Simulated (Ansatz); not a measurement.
# Aluminium, dhcp under BLYP: ground state and equation of state, part 2 of 2

The plan for aluminium in the dhcp structure: relax it, solve it on a dense k-mesh, then scale the cell to 7 volumes from 88 to 112 % of the relaxed one and try a fit of the equation of state. Spin polarisation is left out. The k-meshes are 13×13×4 for the relaxation; 17×17×5 for the dense run; 14×14×4 for the volumes.

Ansatz 0.2.0; DFT, BLYP, plane waves (420 eV) with PAW, scalar-relativistic. The steps go on from the part before.

## 6. Volume × 0.96

The input, input.yaml:

```yaml
crystal:
  lattice:
    - [2.8435699855, 0.0, 0.0]
    - [-1.4217849927, 2.4626038448, 0.0]
    - [0.0, 0.0, 9.6015632133]
  atoms:
    - { symbol: Al, position: [0.0, 1.0, 1.0] }
    - { symbol: Al, position: [0.0, 1.0, 0.5] }
    - { symbol: Al, position: [0.3333333333, 0.6666666667, 0.25] }
    - { symbol: Al, position: [0.6666666667, 0.3333333333, 0.75] }
hamiltonian:
  xc: blyp
  pseudopotentials:
    kind: paw
    azcp:
      Al: "pseudopotentials/Al.paw.azcp"
basis:
  ecutwfc: 420
  fft_grid_basis: typed
kpoints:
  mp_grid: { grid: [14, 14, 4], shift: [0, 0, 0] }
magnetization:
  spin_polarized: false
scf:
  occupations: { method: fermi_dirac, width: 0.1 }
  lower_state_search: "off"
output:
  stress: true
  write_density: true
  write_potential: true
  elf: true
  volumetric_format: npy
```

Standard output, cut to the lines that bear on the results:

```text
Warning: RAYON_NUM_THREADS=2 ignored (pool sized by the plan → 2); use --threads N
[...]
Pseudopotentials: kind: paw
Pseudopotential: Al, paw, valence charge 3, recommended cutoff 420 eV (normal), <dir>
Functional definition: BLYP
[...]
Crystal: 4 atoms, lattice volume = 67.236 Å³
Basis set: ecut = 420 eV, 1317 PW (Γ), exchange–correlation on 40×40×144 points (8 copies of the dense FFT grid, shifted against one another)
Bands: 10, of which v1, the nominal top of the filled ones, is band 6 counted from 1 (5 counted from 0)
Symmetry: 24 space group operations
Space group: P63/mmc (ITA 194), of the structure as read, at distance tolerance 4.1e-5 Å
k-points: 72 of 784
[...]
SCF iter   1: F=—  HF=-2161.965910 eV  |F-HF|=—  |Δ(HF+E_count)|=         —  Δρ=4.90e-3  dr2=1.89e-2  ethr=1.77e-3  ⟨swp⟩=7.0  Hψ=13671  notcnv=0  defer=12
[...]
SCF iter   6: F=-2161.963164 eV  HF=-2161.963164 eV  |F-HF|=1.15e-8  |Δ(HF+E_count)|=   8.54e-8  Δρ=3.51e-6  dr2=5.22e-9  ethr=8.33e-10  ⟨swp⟩=10.2  Hψ=5983  notcnv=0
[...]
SCF converged after 6 iterations
Free energy (F): -2161.963164 eV
[...]
E sigma→0 (E₀):  -2161.935993 eV
Entropy (-TS):   -0.054341 eV (-13.585 meV/atom)
Fermi energy:    8.238785 eV
[...]
--- Stress (GPa, compression-positive) ---
        2.444438       0.000000       0.000000
        0.000000       2.444438       0.000000
        0.000000       0.000000       2.761002
  P = ⅓ Tr σ = 2.5500 GPa (25.500 kbar)
--- Band table (eV; the first three rows and the last of 72) ---
  k-point 0: bands = ["-2.7643", "-1.1747", "-1.1684", "3.3737", "3.6442", "10.9875", "11.0048", "19.0951", "19.0951", "19.2921", "19.2921", "19.7416", "20.2144", "20.2144"]
[...]
```

Wall time 4.9 s (2 threads of Arm Neoverse N1, shared host); peak memory 0.35 GiB.

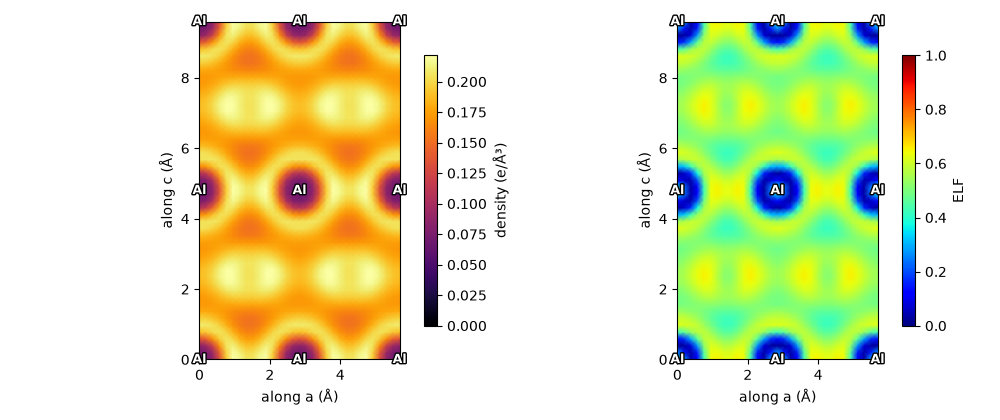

Density (left) and ELF (right) in a lattice plane of the grid's cell (edges 2.84 and 9.60 Å, at 0.000 of the third edge), which holds Al. Only atoms in the plane are labelled. Both are smooth fields of the valence electrons: close to the nuclei they are not physical.

Maxima of ELF outside the ion cores: 0.66 beside Al, off the lines to its neighbours, 1.1 Å from Al.

## 7. Volume × 1.0

Edit input.yaml of step 6 so:

```diff
@@ -2,5 +2,5 @@
   lattice:
-    - [2.8435699855, 0.0, 0.0]
-    - [-1.4217849927, 2.4626038448, 0.0]
-    - [0.0, 0.0, 9.6015632133]
+    - [2.88252784, 0.0, 0.0]
+    - [-1.44126392, 2.4963423366, 0.0]
+    - [0.0, 0.0, 9.7331078227]
   atoms:
@@ -28,5 +28 @@
   stress: true
-  write_density: true
-  write_potential: true
-  elf: true
-  volumetric_format: npy
```

Standard output, cut to the lines that bear on the results:

```text
Warning: RAYON_NUM_THREADS=2 ignored (pool sized by the plan → 2); use --threads N
[...]
[... 3 set-up lines as earlier in the session ...]
[...]
Crystal: 4 atoms, lattice volume = 70.037 Å³
Basis set: ecut = 420 eV, 1377 PW (Γ), exchange–correlation on 40×40×144 points (8 copies of the dense FFT grid, shifted against one another)
Bands: 10, of which v1, the nominal top of the filled ones, is band 6 counted from 1 (5 counted from 0)
[... 2 set-up lines as earlier in the session ...]
k-points: 72 of 784
[...]
SCF iter   1: F=—  HF=-2161.987815 eV  |F-HF|=—  |Δ(HF+E_count)|=         —  Δρ=4.92e-3  dr2=2.01e-2  ethr=1.77e-3  ⟨swp⟩=6.8  Hψ=13431  notcnv=0  defer=18
[...]
SCF iter   6: F=-2161.985041 eV  HF=-2161.985041 eV  |F-HF|=5.63e-9  |Δ(HF+E_count)|=   6.19e-8  Δρ=3.99e-6  dr2=1.42e-8  ethr=8.33e-10  ⟨swp⟩=4.0  Hψ=2521  notcnv=0
[...]
SCF converged after 6 iterations
Free energy (F): -2161.985041 eV
[...]
E sigma→0 (E₀):  -2161.956710 eV
Entropy (-TS):   -0.056661 eV (-14.165 meV/atom)
Fermi energy:    7.821639 eV
[...]
--- Stress (GPa, compression-positive) ---
       -0.170981      -0.000000       0.000000
       -0.000000      -0.170981       0.000000
        0.000000       0.000000       0.510024
  P = ⅓ Tr σ = 0.0560 GPa (0.560 kbar)
```

Wall time 4.2 s (2 threads of Arm Neoverse N1, shared host); peak memory 0.34 GiB.

## 8. Volume × 1.04

Edit input.yaml of step 7 so:

```diff
@@ -2,5 +2,5 @@
   lattice:
-    - [2.88252784, 0.0, 0.0]
-    - [-1.44126392, 2.4963423366, 0.0]
-    - [0.0, 0.0, 9.7331078227]
+    - [2.9204601879, 0.0, 0.0]
+    - [-1.4602300939, 2.5291927135, 0.0]
+    - [0.0, 0.0, 9.861189719]
   atoms:
```

Standard output, cut to the lines that bear on the results:

```text
Warning: RAYON_NUM_THREADS=2 ignored (pool sized by the plan → 2); use --threads N
[...]
[... 3 set-up lines as earlier in the session ...]
[...]
Crystal: 4 atoms, lattice volume = 72.839 Å³
Basis set: ecut = 420 eV, 1413 PW (Γ), exchange–correlation on 40×40×144 points (8 copies of the dense FFT grid, shifted against one another)
Bands: 10, of which v1, the nominal top of the filled ones, is band 6 counted from 1 (5 counted from 0)
[... 1 set-up line as earlier in the session ...]
Space group: P63/mmc (ITA 194), of the structure as read, at distance tolerance 4.2e-5 Å
k-points: 72 of 784
[...]
SCF iter   1: F=—  HF=-2161.971359 eV  |F-HF|=—  |Δ(HF+E_count)|=         —  Δρ=4.96e-3  dr2=2.17e-2  ethr=1.77e-3  ⟨swp⟩=6.8  Hψ=13335  notcnv=0  defer=11
[...]
SCF iter   6: F=-2161.968457 eV  HF=-2161.968457 eV  |F-HF|=9.16e-9  |Δ(HF+E_count)|=   3.97e-8  Δρ=4.14e-6  dr2=1.37e-8  ethr=8.33e-10  ⟨swp⟩=4.0  Hψ=2557  notcnv=0
[...]
SCF converged after 6 iterations
Free energy (F): -2161.968457 eV
[...]
E sigma→0 (E₀):  -2161.938994 eV
Entropy (-TS):   -0.058926 eV (-14.731 meV/atom)
Fermi energy:    7.430473 eV
[...]
--- Stress (GPa, compression-positive) ---
       -2.183561       0.000000       0.000000
        0.000000      -2.183561       0.000000
        0.000000       0.000000      -1.235430
  P = ⅓ Tr σ = -1.8675 GPa (-18.675 kbar)
```

Wall time 3.7 s (2 threads of Arm Neoverse N1, shared host); peak memory 0.35 GiB.

## 9. Volume × 1.08

Edit input.yaml of step 8 so:

```diff
@@ -2,5 +2,5 @@
   lattice:
-    - [2.9204601879, 0.0, 0.0]
-    - [-1.4602300939, 2.5291927135, 0.0]
-    - [0.0, 0.0, 9.861189719]
+    - [2.9574319632, 0.0, 0.0]
+    - [-1.4787159816, 2.5612112101, 0.0]
+    - [0.0, 0.0, 9.986028158]
   atoms:
```

Standard output, cut to the lines that bear on the results:

```text
Warning: RAYON_NUM_THREADS=2 ignored (pool sized by the plan → 2); use --threads N
[...]
[... 3 set-up lines as earlier in the session ...]
[...]
Crystal: 4 atoms, lattice volume = 75.640 Å³
Basis set: ecut = 420 eV, 1437 PW (Γ), exchange–correlation on 40×40×144 points (8 copies of the dense FFT grid, shifted against one another)
Bands: 10, of which v1, the nominal top of the filled ones, is band 6 counted from 1 (5 counted from 0)
[... 2 set-up lines as earlier in the session ...]
k-points: 72 of 784
[...]
SCF iter   1: F=—  HF=-2161.925476 eV  |F-HF|=—  |Δ(HF+E_count)|=         —  Δρ=5.01e-3  dr2=2.34e-2  ethr=1.77e-3  ⟨swp⟩=6.8  Hψ=13246  notcnv=0  defer=12
[...]
SCF iter   6: F=-2161.922395 eV  HF=-2161.922395 eV  |F-HF|=2.16e-9  |Δ(HF+E_count)|=   1.57e-7  Δρ=3.95e-6  dr2=2.08e-8  ethr=8.33e-10  ⟨swp⟩=2.7  Hψ=3000  notcnv=0
[...]
SCF converged after 6 iterations
Free energy (F): -2161.922395 eV
[...]
E sigma→0 (E₀):  -2161.891884 eV
Entropy (-TS):   -0.061022 eV (-15.255 meV/atom)
Fermi energy:    7.062456 eV
[...]
--- Stress (GPa, compression-positive) ---
       -3.711035       0.000000       0.000000
       -0.000000      -3.711035       0.000000
       -0.000000       0.000000      -2.580412
  P = ⅓ Tr σ = -3.3342 GPa (-33.342 kbar)
```

It took 3.9 s on 2 threads of Arm Neoverse N1, shared host; peak memory 0.35 GiB.

## 10. Volume × 1.12

Edit input.yaml of step 9 so:

```diff
@@ -2,5 +2,5 @@
   lattice:
-    - [2.9574319632, 0.0, 0.0]
-    - [-1.4787159816, 2.5612112101, 0.0]
-    - [0.0, 0.0, 9.986028158]
+    - [2.9935017615, 0.0, 0.0]
+    - [-1.4967508808, 2.5924485718, 0.0]
+    - [0.0, 0.0, 10.1078209924]
   atoms:
@@ -28 +28,5 @@
   stress: true
+  write_density: true
+  write_potential: true
+  elf: true
+  volumetric_format: npy
```

Standard output, cut to the lines that bear on the results:

```text
Warning: RAYON_NUM_THREADS=2 ignored (pool sized by the plan → 2); use --threads N
[...]
[... 3 set-up lines as earlier in the session ...]
[...]
Crystal: 4 atoms, lattice volume = 78.442 Å³
Basis set: ecut = 420 eV, 1497 PW (Γ), exchange–correlation on 48×48×144 points (8 copies of the dense FFT grid, shifted against one another)
Bands: 10, of which v1, the nominal top of the filled ones, is band 6 counted from 1 (5 counted from 0)
[... 1 set-up line as earlier in the session ...]
Space group: P63/mmc (ITA 194), of the structure as read, at distance tolerance 4.3e-5 Å
k-points: 72 of 784
[...]
SCF iter   1: F=—  HF=-2161.857264 eV  |F-HF|=—  |Δ(HF+E_count)|=         —  Δρ=5.08e-3  dr2=2.53e-2  ethr=1.77e-3  ⟨swp⟩=6.8  Hψ=13122  notcnv=0  defer=10
[...]
SCF iter   6: F=-2161.853943 eV  HF=-2161.853943 eV  |F-HF|=9.90e-9  |Δ(HF+E_count)|=   1.01e-7  Δρ=3.73e-6  dr2=1.02e-8  ethr=8.33e-10  ⟨swp⟩=8.2  Hψ=5766  notcnv=0
[...]
SCF converged after 6 iterations
Free energy (F): -2161.853943 eV
[...]
E sigma→0 (E₀):  -2161.822642 eV
Entropy (-TS):   -0.062602 eV (-15.650 meV/atom)
Fermi energy:    6.716076 eV
[...]
--- Stress (GPa, compression-positive) ---
       -4.855317       0.000000       0.000000
        0.000000      -4.855317       0.000000
        0.000000       0.000000      -3.620946
  P = ⅓ Tr σ = -4.4439 GPa (-44.439 kbar)
--- Band table (eV; the first three rows and the last of 72) ---
  k-point 0: bands = ["-3.2529", "-1.8199", "-1.8166", "2.0844", "2.7797", "9.2447", "9.2579", "16.3153", "16.3153", "16.6652", "16.6652", "17.4339", "17.4339", "17.5530"]
[...]
```

Wall time 5.6 s (2 threads of Arm Neoverse N1, shared host); peak memory 0.37 GiB.

## 11. Energy and pressure against volume

The cell was scaled evenly, with its shape and the fractional positions fixed.

```csv
V (Å³/atom),E − E₀ (meV/atom),P from the stress (GPa),P from the fit (GPa)
15.408,56.1,9.86,9.83
16.109,22.7,5.76,5.68
16.809,5.1,2.55,2.47
17.509,0.0,0.06,-0.01
18.210,4.4,-1.87,-1.92
18.910,16.2,-3.33,-3.39
19.610,33.5,-4.44,-4.51
```

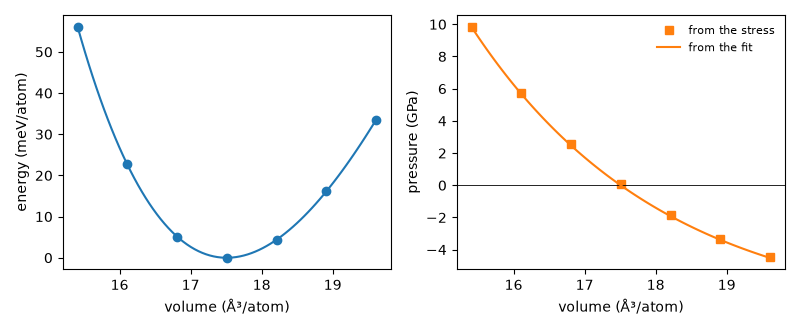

Energy and pressure against volume; the lines are the Birch-Murnaghan fit.

Fit (Birch-Murnaghan, third order): V₀ = 17.507 Å³/atom, B₀ = 54 GPa, B₀′ = 5.5, largest residual 0.05 meV/atom.

The fit is made to E(σ → 0), while the stress belongs to the free energy F; that is one source of the offset between the two pressures.

## 12. Outcome

This closing draws on all 2 parts.

```
                      quantity                                   value
space group (spins left aside)                      P6_3/mmc (No. 194)
             conventional cell  a = 2.883 Å, c = 9.733 Å (c/a = 3.377)
                        volume                          17.509 Å³/atom
             shortest distance                                 2.883 Å
               gap on the mesh            none (levels filled in part)
               relative to fcc                            +15 meV/atom
                   V₀, B₀, B₀′             17.507 Å³/atom, 54 GPa, 5.5
```

**Reading.** The relaxation enlarged the cell by 5.5 % in volume. It lies 15 meV/atom above the element's reference form at the same level (fcc, from a run of its own). Levels at the Fermi energy are filled in part, as in a metal. The fitted modulus is 54 GPa; letting shape and positions relax at each volume could only lower it. Relaxation kept the symmetry; phonons were not checked.
